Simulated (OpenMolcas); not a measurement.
# Single-point calculation, with input and output: CH₄ClSi (part 1 of 3)

System: CH₄ClSi, multiplicity 2, SMILES [SiH3][CH]Cl.
Method: ROMP2/ANO-R1, ROHF, DKH2 (OpenMolcas 26.06).

The geometry comes from this level: GFN2-xTB.

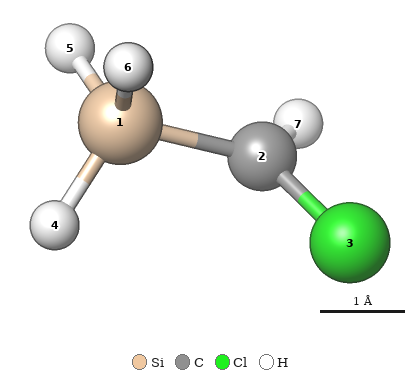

**Figure 1.** The structure as given in the input (ball-and-stick view, seen at a tilt; atoms are numbered from 1 in the order of the input). Bond lengths as drawn: C–Cl 1.69 Å, C–H 1.08 Å, C–Si 1.86 Å and H–Si 1.46 to 1.47 Å.

### Input file
```
&GATEWAY
  Coord
  7
  angstrom
  Si      -0.682180       0.341260      -0.284310
  C        0.961750      -0.300430       0.296940
  Cl       1.102660      -1.778310       1.107020
  H       -1.302230      -0.615500      -1.205790
  H       -0.398010       1.610760      -0.949180
  H       -1.587970       0.533440       0.853480
  H        1.905980       0.208770       0.181860
  Basis=ANO-R1
  Group=NoSym

&SEWARD
  Relativistic=R02O02
  Expert

&SCF
  UHF
  Spin=2
  Thresholds=1e-07 0.0001 0.0001 0.001
  Fermi=0
  PrOrbitals=1 1

&RASSCF
  FileOrb=$Project.UnaOrb
  Spin=2
  Nactel=1 0 0
  Inactive=20
  Ras2=1
  OutOrbitals=Canonical
  OrbListing=Nothing

&CASPT2
  IPEA=0.0
  Frozen=11
```

Machine: 1 thread of Arm Neoverse V1, 24 GiB of memory available, shared host.

Run as:
```bash
export MOLCAS_MEM=800
pymolcas test.input > test.log
```

### What the program printed
```
--- Start Module: gateway ---

                                              &GATEWAY

                       available to each process: 800 MB of memory, 1 thread

++    Symmetry information:
      ---------------------

                    Character Table for C1

                             E
                    a        1  x, y, xy, Rz, z, xz, Ry, yz, Rx, I
--

++    Basis set information:
      ----------------------

      Basis set label: SI.ANO-R...4S3P1D.

      Electronic valence basis set:
      ------------------
      Associated Effective Charge  14.000000 au
      Associated Actual Charge     14.000000 au
      Nuclear Model: Finite nucleus - Gaussian distribution
        Gaussian exponent, Xi/bohr**(-2):  4.34677E+08

      Shell  nPrim  nBasis  Cartesian Spherical Contaminant
         s      16       4        X
         p      11       3        X
         d       7       1                 X

      Basis set label: C.ANO-R...3S2P1D.

      Electronic valence basis set:
      ------------------
      Associated Effective Charge   6.000000 au
      Associated Actual Charge      6.000000 au
      Nuclear Model: Finite nucleus - Gaussian distribution
        Gaussian exponent, Xi/bohr**(-2):  6.80775E+08

      Shell  nPrim  nBasis  Cartesian Spherical Contaminant
         s      12       3        X
         p       7       2        X
         d       3       1                 X

      Basis set label: CL.ANO-R...4S3P1D.

      Electronic valence basis set:
      ------------------
      Associated Effective Charge  17.000000 au
      Associated Actual Charge     17.000000 au
      Nuclear Model: Finite nucleus - Gaussian distribution
        Gaussian exponent, Xi/bohr**(-2):  3.84638E+08

      Shell  nPrim  nBasis  Cartesian Spherical Contaminant
         s      17       4        X
         p      11       3        X
         d       7       1                 X

      Basis set label: H.ANO-R...2S1P.

      Electronic valence basis set:
      ------------------
      Associated Effective Charge   1.000000 au
      Associated Actual Charge      1.000000 au
      Nuclear Model: Finite nucleus - Gaussian distribution
        Gaussian exponent, Xi/bohr**(-2):  2.12482E+09

      Shell  nPrim  nBasis  Cartesian Spherical Contaminant
         s       7       2        X
         p       4       1        X
--

++    Molecular structure info:
      -------------------------

                    ************************************************
                    **** Cartesian Coordinates / bohr, angstrom ****
                    ************************************************

     Center  Label                x              y              z                     x              y              z
        1      SI1             -1.289133       0.644888      -0.537268             -0.682180       0.341260      -0.284310
        2      C2               1.817444      -0.567730       0.561135              0.961750      -0.300430       0.296940
        3      CL3              2.083725      -3.360519       2.091965              1.102660      -1.778310       1.107020
        4      H4              -2.460858      -1.163126      -2.278613             -1.302230      -0.615500      -1.205790
        5      H5              -0.752130       3.043895      -1.793690             -0.398010       1.610760      -0.949180
        6      H6              -3.000828       1.008056       1.612843             -1.587970       0.533440       0.853480
        7      H7               3.601780       0.394518       0.343666              1.905980       0.208770       0.181860

                    ***************************************
                    *    InterNuclear Distances / bohr    *
                    ***************************************

               1 SI1           2 C2            3 CL3           4 H4            5 H5            6 H6
    1 SI1      0.000000
    2 C2       3.511091        0.000000
    3 CL3      5.859379        3.195937        0.000000
    4 H4       2.770223        5.169384        6.677104        0.000000
    5 H5       2.760834        5.019139        8.009801        4.566611        0.000000
    6 H6       2.772142        5.177349        6.720617        4.488767        4.561333        0.000000
    7 H7       4.975918        2.038890        4.411501        6.786618        5.526665        6.751421

               7 H7
    7 H7       0.000000

                    *******************************************
                    *    InterNuclear Distances / angstrom    *
                    *******************************************

               1 SI1           2 C2            3 CL3           4 H4            5 H5            6 H6
    1 SI1      0.000000
    2 C2       1.857989        0.000000
    3 CL3      3.100650        1.691217        0.000000
    4 H4       1.465939        2.735520        3.533371        0.000000
    5 H5       1.460971        2.656014        4.238604        2.416546        0.000000
    6 H6       1.466954        2.739735        3.556397        2.375353        2.413754        0.000000
    7 H7       2.633143        1.078934        2.334466        3.591324        2.924585        3.572698

               7 H7
    7 H7       0.000000

                    **************************************
                    *    Valence Bond Angles / degree    *
                    **************************************
                          Atom centers                 Phi
                      4 H4       1 SI1      5 H5       111.30
                      4 H4       1 SI1      6 H6       108.17
                      5 H5       1 SI1      6 H6       111.05
--

            Nuclear Potential Energy            133.09351100 au

--- Stop Module: gateway /rc=_RC_ALL_IS_WELL_ ---

--- Start Module: seward ---

                                              &SEWARD

                       available to each process: 800 MB of memory, 1 thread

 ###############################################################################
 ###    WARNING:  EXPERT option is ON!                                       ###
 ###############################################################################
               SEWARD will generate:
                  Multipole Moment integrals up to order  2
                  Kinetic Energy integrals
                  Nuclear Attraction integrals (finite nuclei - Gaussian type)
                  One-Electron Hamiltonian integrals
                  Velocity integrals
                  Relativistic Douglas-Kroll-Hess integrals:
                    - Parametrization         : OPT
                    - DKH order of Hamiltonian: 2
                    - DKH order of Properties : 2
                         - multipole moment operators
                         - electric potential operators
                         - contact operators
                  Orbital angular momentum around (  0.7088  -1.3039   0.7942 )
                  Velocity quadrupole around (  0.7088  -1.3039   0.7942 )
                  Atomic mean-field integrals
                  Two-Electron Repulsion integrals

                   Integrals are discarded if absolute value <: 1.00E-14
                   Integral cutoff threshold is set to       <: 1.00E-16

            Nuclear Potential Energy            133.09351100 au

      Basis set specifications :
      Symmetry species         a
      Basis functions           70

--- Stop Module: seward /rc=_RC_ALL_IS_WELL_ ---
--- Module seward spent 7 seconds ---

--- Start Module: scf ---

                                                &SCF

                       available to each process: 800 MB of memory, 1 thread

++    Input section:
      --------------

      Header of the integral files:

      Cartesian coordinates in angstrom:
      -----------------------------------------------------
      No.  Label        X            Y            Z
      -----------------------------------------------------
       1   SI1       -0.68218000   0.34126000  -0.28431000
       2   C2         0.96175000  -0.30043000   0.29694000
       3   CL3        1.10266000  -1.77831000   1.10702000
       4   H4        -1.30223000  -0.61550000  -1.20579000
       5   H5        -0.39801000   1.61076000  -0.94918000
       6   H6        -1.58797000   0.53344000   0.85348000
       7   H7         1.90598000   0.20877000   0.18186000
      -----------------------------------------------------
      Nuclear repulsion energy =  133.09351100
--

++    Orbital specifications:
      -----------------------

      Symmetry species               1
                                     a
      Frozen orbitals                0
      Deleted orbitals               0
      Total number of orbitals      70
      Number of basis functions     70
--

      Molecular charge                           0.000

++    Optimization specifications:
      ----------------------------

      SCF Algorithm: Conventional USCF
      D(i)-D(i-1) density differences are used
      Number of density matrices in core                 5
      Maximum number of NDDO SCF iterations            400
      Maximum number of HF SCF iterations              400
      Threshold for SCF energy change             1.00E-07
      Threshold for density matrix                1.00E-04
      Threshold for Fock matrix                   1.00E-04
      Threshold for linear dependence             1.00E-09
      Threshold at which DIIS is turned on        1.50E-01
      Maximum depth in the DIIS procedure                5
      Maximum depth in the BFGS Hessian update          30
      Threshold at which QNR/C2DIIS is turned on  7.50E-02
      Threshold for Norm(delta) (QNR/C2DIIS)      1.00E-03
      All orbitals punched on: UHFORB
--

      Detected guessorb starting orbitals

++ Convergence information
                               UHF SCF        iterations: Energy and convergence statistics

Iter     Tot. SCF        One-elec.       Two-elec.     Energy      Max Dij or  Max Fij      DNorm      TNorm      AccCon     Time
         Energy          Energy          Energy        Change      Delta Norm                                                in Sec.
   1  -790.333391328 -1351.581060844   428.154158515   0.00E+00    2.16E-01*   8.46E-02*    8.84E+00   1.43E+02   None         0.
   2  -790.614064764 -1358.467402511   434.759826745  -2.81E-01*   1.16E-01*   3.57E-02*    1.65E+00   1.44E+02   EDIIS        0.
   3  -790.633632202 -1357.074945062   433.347801859  -1.96E-02*   5.29E-02*   1.46E-02*    3.95E-01   1.44E+02   EDIIS        0.
   4  -790.636891510 -1357.506538067   433.776135556  -3.26E-03*   3.67E-02*   9.68E-03*    1.47E-01   1.44E+02   EDIIS        0.
   5  -790.637719075 -1357.381446227   433.650216151  -8.28E-04*   1.92E-02*   5.31E-03*    7.90E-02   1.44E+02   EDIIS        0.

       Fermi aufbau procedure completed!
      nOcc(alpha)=   21
      nOcc(beta) =   20

   6  -790.637984371 -1357.431993580   433.700498208  -2.65E-04*   9.17E-03*   6.67E-03*    4.37E-02   1.44E+02   c2DIIS       0.
   7  -790.638109215 -1357.405147728   433.673527512  -1.25E-04*   9.89E-03*   1.16E-03*    2.50E-02   1.44E+02   QNRc2DIIS    0.
   8  -790.638128212 -1357.433665891   433.702026677  -1.90E-05*   4.74E-03*   9.35E-04*    1.42E-02   1.44E+02   QNRc2DIIS    0.
   9  -790.638136148 -1357.429397544   433.697750394  -7.94E-06*   6.49E-03*   4.54E-04*    6.38E-03   1.44E+02   QNRc2DIIS    0.
  10  -790.638139291 -1357.426130832   433.694480540  -3.14E-06*   3.12E-04    3.43E-05     9.14E-03   1.44E+02   QNRc2DIIS    0.
  11  -790.638139330 -1357.427308960   433.695658628  -3.92E-08    6.49E-04    3.09E-05     4.90E-04   1.44E+02   QNRc2DIIS    0.

       Convergence after  11 Iterations
--

 *****************************************************************************************************************************
 *                                             SCF/KS-DFT Program, Final results                                             *
 *                                                       Final Results                                                       *
 *****************************************************************************************************************************

::    Total SCF energy                               -790.6381393299
      One-electron energy                           -1357.4273089597
      Two-electron energy                             433.6956586283
      Nuclear repulsion energy                        133.0935110015
      Kinetic energy (interpolated)                   803.1435550255
      Virial theorem                                    0.9844294141
      Total spin, S(S+1)                                0.7650273908
      Total spin, S                                     0.5074856777
      Max non-diagonal density matrix element           0.0002447100
      Max non-diagonal Fock matrix element              0.0000460736

      All orbitals with orbital energies smaller than  E(LUMO)+0.5 are printed

++    Molecular orbitals:
      -------------------

      Title: UHF orbitals (alpha)

      Molecular orbitals for symmetry species 1: a

          Orbital            1         2         3         4         5         6         7         8         9        10
          Energy         -105.2136  -68.9433  -11.2891  -10.6305   -8.0323   -8.0317   -8.0291   -6.1601   -4.2388   -4.2385
          Occ. No.          1.0000    1.0000    1.0000    1.0000    1.0000    1.0000    1.0000    1.0000    1.0000    1.0000
```
